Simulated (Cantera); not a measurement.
Charge: 1 mol Si, 2.1 mol HCl, 0.24 mol H₂, equilibrated at 823.15 K.

These are equilibrium values from Cantera (NASA tables, ideal gas, pure condensed phases), not measurements of a reactor. Candidate condensed phases: Si; 19 gas species. The tables' values for SiCl₃ are old estimates; treat these amounts as uncertain. Equilibrium is a limit: real reactors are often held back by kinetics, nucleation or transport.

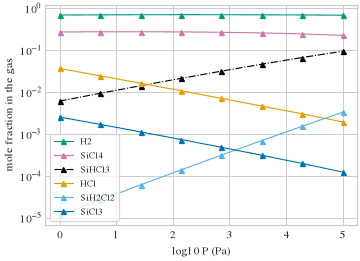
Equilibrium gas composition (values under 1e-9 drawn at 1e-9)

Problem. Read off the mole fractions at 27.0 Pa.

Solution. H₂ about 0.69, SiCl₄ about 0.27, HCl about 0.016, SiHCl₃ about 0.014, SiCl₃ about 0.0011, SiH₂Cl₂ about 6.2e-5.
